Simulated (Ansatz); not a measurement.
## Electronic structure of Al4P4 in real space

Input

```
crystal:
  periodic: [false, false, false]
  atoms:
    - {symbol: Al, position_ang: [-1.025151, 1.477072, -0.900508]}
    - {symbol: Al, position_ang: [-1.461359, -0.179854, 1.368768]}
    - {symbol: Al, position_ang: [1.461207, 0.179697, -1.368632]}
    - {symbol: Al, position_ang: [1.024854, -1.477328, 0.900173]}
    - {symbol: P, position_ang: [-2.922862, 0.659776, -0.080563]}
    - {symbol: P, position_ang: [-0.000221, -1.019048, 2.818676]}
    - {symbol: P, position_ang: [2.050778, -1.934699, -1.018009]}
    - {symbol: P, position_ang: [0.872754, 2.294384, -1.719895]}
basis:
  gaussian: {orbitals: def2-TZVP, initial_orbitals: start.molden}
hamiltonian: {xc: pbe0, dispersion: d4}
scf: {omitted_lower_state_checks: [starts]}
output: {orbitals: {seedname: orbitals}}
```

Launched as:

```sh
ansatz run in.yaml --threads 4 --pin off --events-out ev --progress --plain --max-ram 6963MiB
```

Geometry: PBE-D4/def2-SVP.

The calculation used RKS PBE0-D4/def2-TZVP (Ansatz 0.2.0).

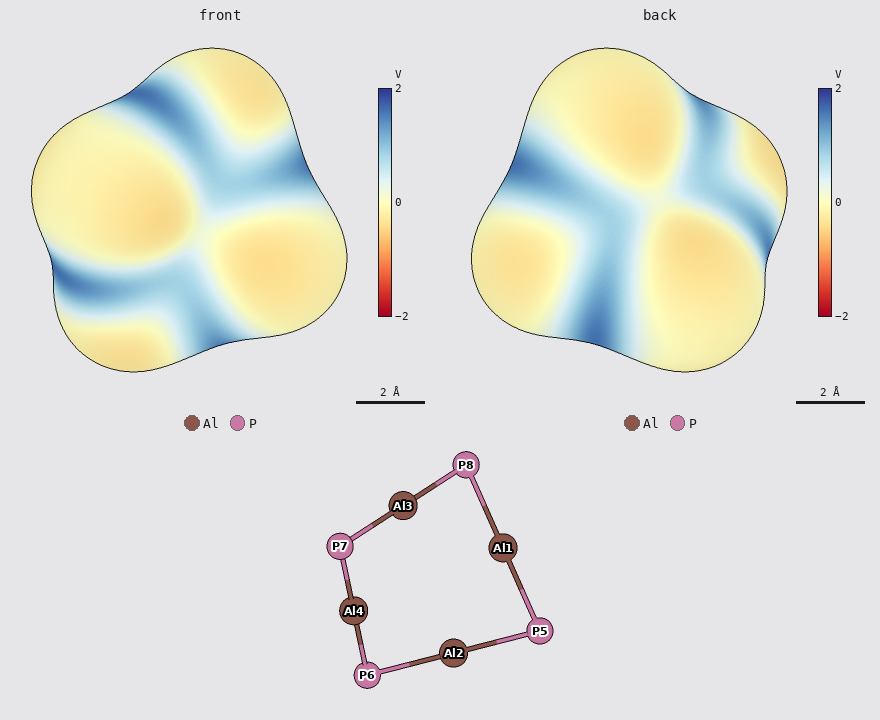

Figure 1. The molecular electrostatic potential painted on the density surface at 0.001 e/bohr³, seen from the front and from behind; the colour scale runs from red (negative) to blue (positive). The bare structure is drawn below in the same view.

> Where is the surface potential most negative and most positive?

The most negative region (about −0.4 V) lies over P5, P6, P7 and P8, the most positive (about +1.6 V) over Al1, Al2, Al3 and Al4.

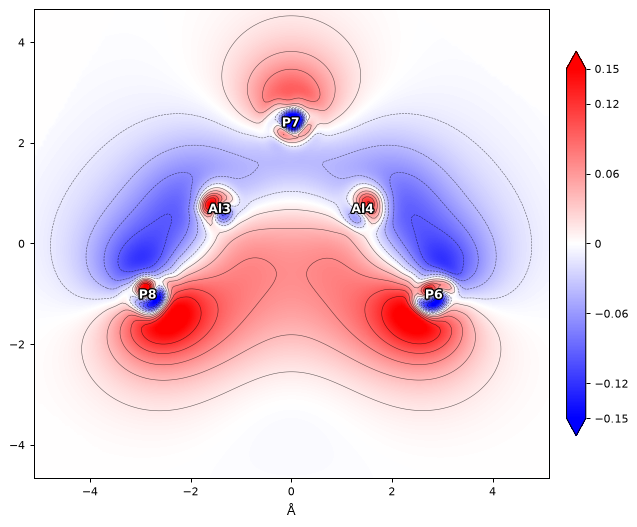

Figure 2. The HOMO on the plane of atoms Al3, P7 and Al4 (values in Å⁻³ᐟ²; the overall sign is arbitrary).

> What is the character of this orbital?

By Hirshfeld shares it lies mainly on P5 (about 15 %), P6 (about 15 %), P7 (about 15 %), P8 (about 15 %), Al1 (about 10 %), Al2 (about 10 %), Al3 (about 10 %) and Al4 (about 10 %). Its energy is −6.71 eV.
